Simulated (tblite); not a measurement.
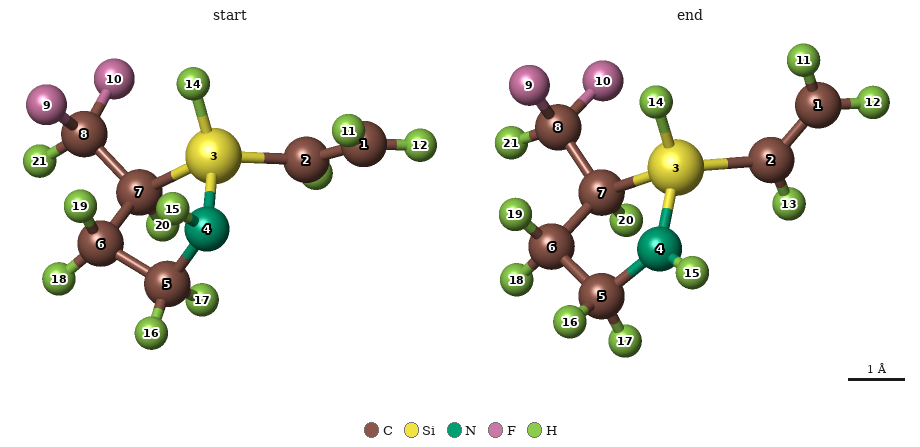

The structure of C6H11F2NSi before (left) and after (right) a relaxation, at one scale.

A ball-and-stick model, seen from a free direction.

Theory: GFN2-xTB geometry optimisation, gas phase in tblite. 

Summarise the run.

Answer. The largest move after the best rigid fit is that of H15, 1.59 Å. By element the largest moves are H 1.59 Å, C 0.80 Å, F 0.55 Å, N 0.40 Å, Si 0.33 Å. Among the contacts that change: Si3–N4 1.783 → 1.717 Å, C2–Si3 1.817 → 1.881 Å, N4–H15 1.065 → 1.004 Å, C1–C2 1.366 → 1.323 Å. Among the angles between lasting bonds that change: Si3–N4–H15 106.4° → 126.9°, Si3–N4–C5 100.0° → 116.2°, C8–C7–H20 115.7° → 106.7°. Groups turn about C2–Si3 by about 55°, C5–C6 by about 35°. The energy falls by 112.7 kJ/mol in 208 geometry steps. The run took 2 s on 1 thread of Arm Neoverse V1, with other jobs on the host.
